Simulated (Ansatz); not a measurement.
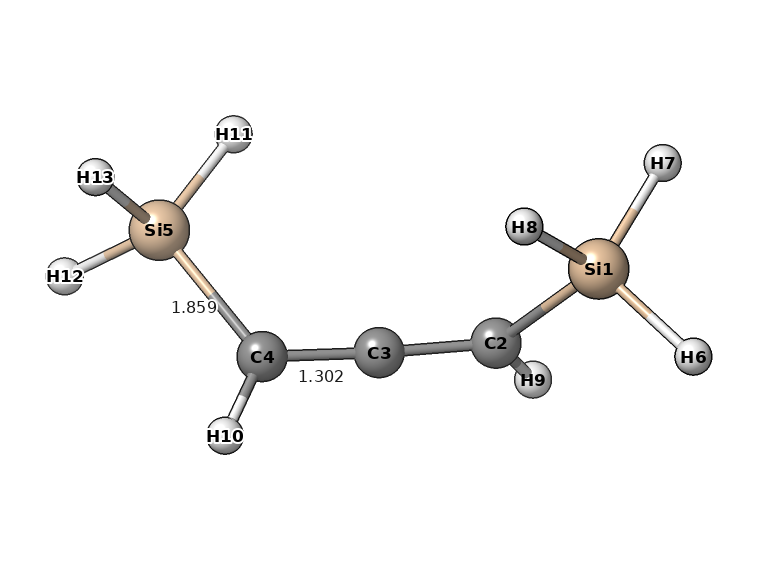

The numbers beside the sticks are distances in Å. Sticks don't show bond order. Computed geometry: PBE0-D4/def2-TZVP optimisation.

Question: Assign a bond order to each marked bond.

Answer: C3–C4 double; C4–Si5 single.

Question: Write the SMILES.

Answer: [SiH3]C=C=C[SiH3]
